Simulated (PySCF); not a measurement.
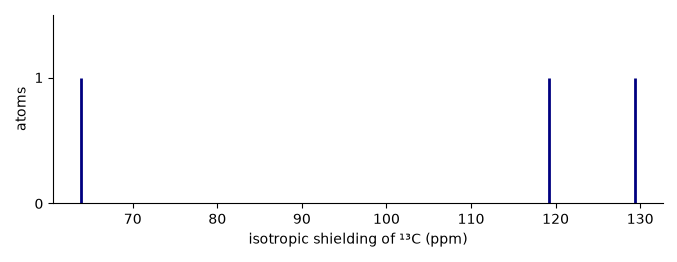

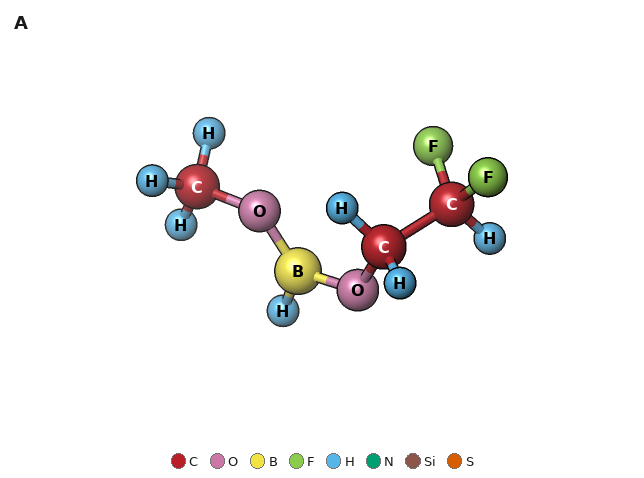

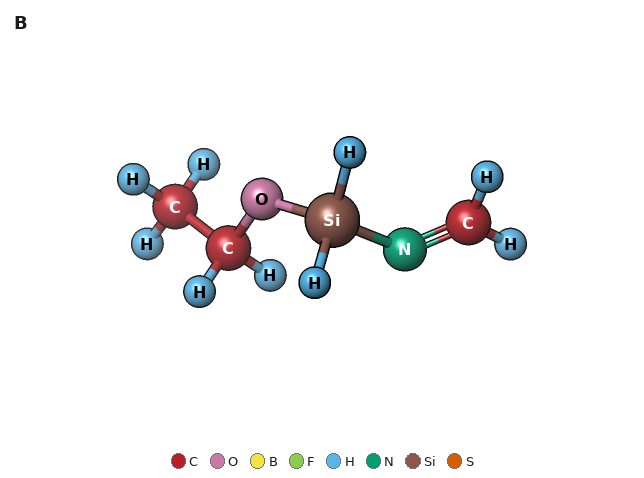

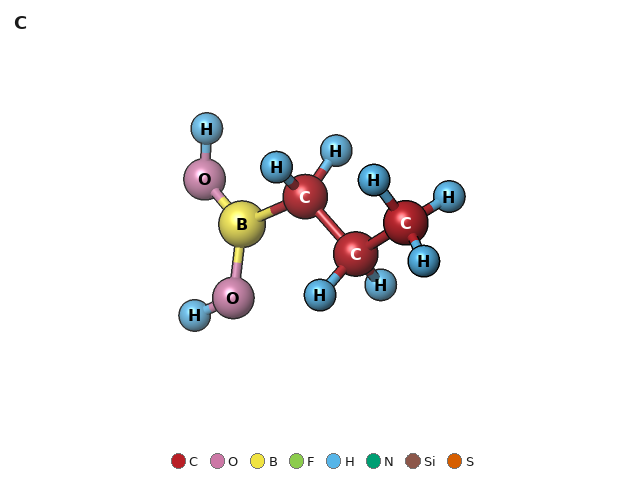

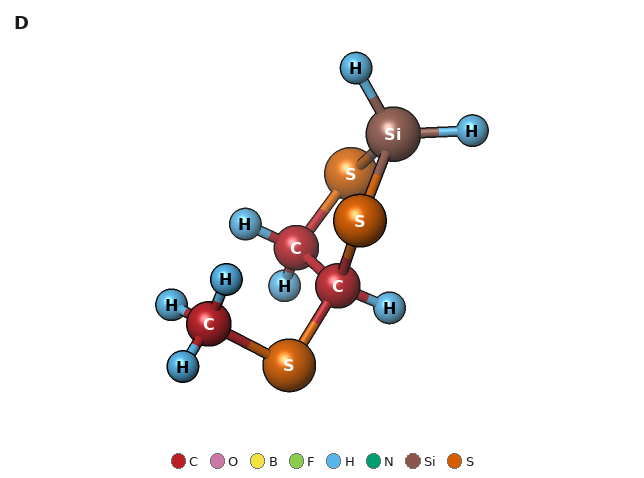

The sticks are computed shieldings of one of the molecules, for one fixed geometry (GFN2-xTB) without averaging over rotations. Low shielding means a high chemical shift. Method: GIAO PBE0/pcSseg-1 NMR shielding, non-relativistic, gas phase (PySCF 2.14.0).

Match the spectrum to a structure.

A, `COBOCC(F)F`. Its 3 C atoms give lines at 63.9, 119.3, 129.4 ppm.

The geometry is semi-empirical. Around B, Si such bond lengths and angles can be off by a tenth of an ångström or more and by several degrees, and values that hang on the shape move with them.
